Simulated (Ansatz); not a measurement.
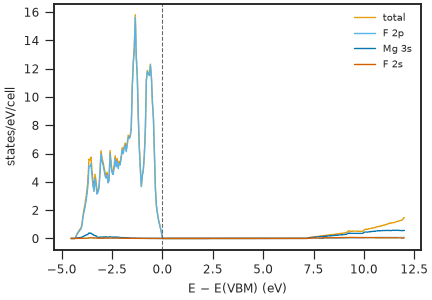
Fig. 1. Total and projected density of states of MgF$_{2}$ (rutile, P4_2/mnm), LDA (plane waves, PAW; program Ansatz)

Q: Which orbitals carry the states next to the gap?

A: Top 1 eV of the valence band: F 2p 99 %. Bottom 1 eV of the conduction band: Mg 3s 72 %, F 2s 23 %. Projections are on Löwdin-orthogonalised atomic valence shells; empty p or d shells of many metals are not among them.

Q: Where is the tallest occupied peak in this window, and what makes it?

A: Near -1.3 eV, about 16 states/eV per cell; the largest projected share is F 2p.

Symmetry was held in the LDA relaxation.

Potentials: the later of the program's two PAW sets.
